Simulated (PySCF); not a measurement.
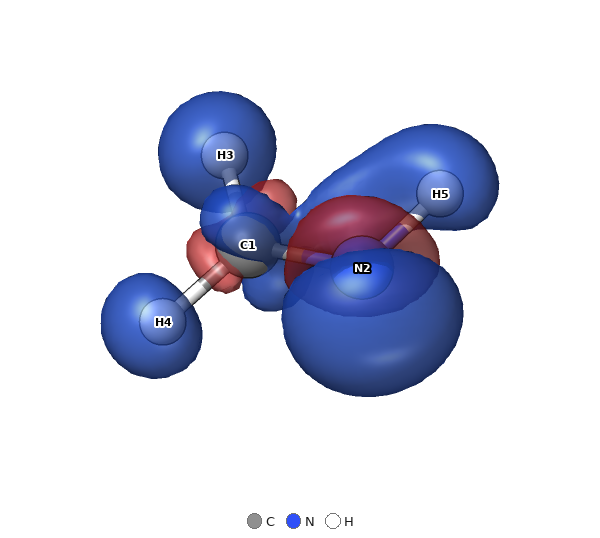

Figure 1: CH$_{3}$N, SMILES `C=N`. Fukui function f⁻ = ρ(N) − ρ(N−1) at fixed geometry, surfaces at ±0.05 e/Å³ (blue positive, red negative).

PySCF calculation, B3LYP/def2-SVPD, gas phase; geometry: GFN2-xTB. No frequency check shows the geometry to be a minimum.

Geometry (Å), atoms numbered from 1:

```
C1       0.5811   -0.0314    0.0000
N2      -0.6544    0.1480    0.0000
H3       1.1009   -0.9959    0.0000
H4       1.2167    0.8461    0.0000
H5      -1.2232   -0.6985    0.0000
```

> On which atoms does the density change most on removal of an electron?

f⁻ (Hirshfeld-condensed) is largest on N2 (0.39); the vertical ionisation energy is 10.45 eV. Condensed values hint at sites of electrophilic attack but needn't mark the atom that reacts. Orbital relaxation makes it negative in places (0.16 e in all).

| atom | f⁻ | charge |
| --- | --- | --- |
| C1 | +0.20 | +0.02 |
| N2 | +0.39 | −0.21 |
| H3 | +0.14 | +0.04 |
| H4 | +0.12 | +0.04 |
| H5 | +0.14 | +0.10 |

The PySCF run took 19 s on 1 thread of Intel(R) Xeon(R) 6975P-C (Granite Rapids), with other jobs on the host, peak memory 0.32 GiB.
